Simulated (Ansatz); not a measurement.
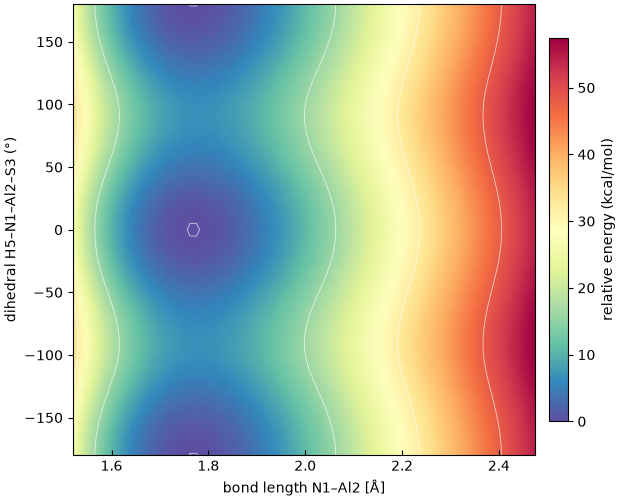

AlClH₃NS, SMILES [NH2][Al]([SH])[Cl]. The first coordinate is: bond length N1–Al2; the second: dihedral H5–N1–Al2–S3. Nothing is relaxed (all other coordinates rigid). The scan uses a 9 × 9 grid; 79 points were computed and 2 follow by symmetry. Points are written as (first, second). Energies: kcal/mol, counted from the lowest grid point. Computed with RKS PBE-D4/def2-TZVP in Ansatz 0.2.0.

Drawn: a smooth colour map with a few white contour lines. Between grid points the surface is interpolated.

The lowest grid point is at (1.759 Å, −180°); the map holds 2 wells of about this depth. The highest grid point, (2.474 Å, −100°), lies 57.4 kcal/mol above the lowest. On the interpolated surface the easiest way out of the lowest well to a well of about the same depth near (1.759 Å, −20°) passes a barrier of about 6.7 kcal/mol. Round the minimum the two coordinates are nearly uncoupled.

The level of theory is changed to RKS PBE0-D4/def2-TZVP in Ansatz; with it change the reference geometry, relaxed at the new level; the new grid has 15 × 15 points, laid about the new relaxed structure.

What will the new map look like?

The minimum (interpolated where it lies between grid points) moves from about (1.767 Å, −180°) to about (1.754 Å, −180°). The easiest pass out of the lowest well stays at about 6.7 kcal/mol.

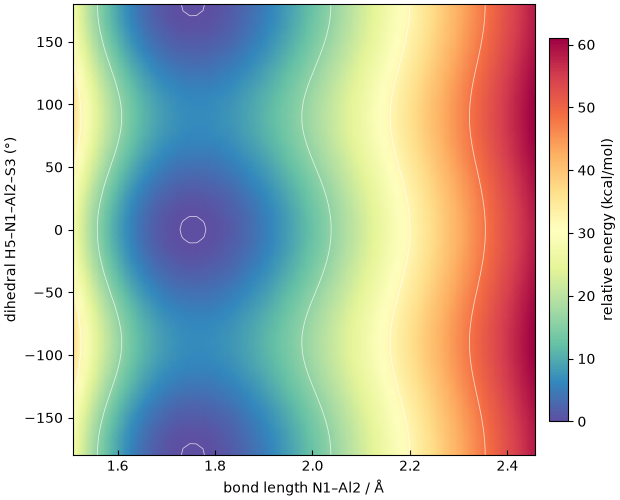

The map after the change, on a colour scale of its own. In the figure: a smooth colour map with a few white contour lines. Between grid points the surface is interpolated.
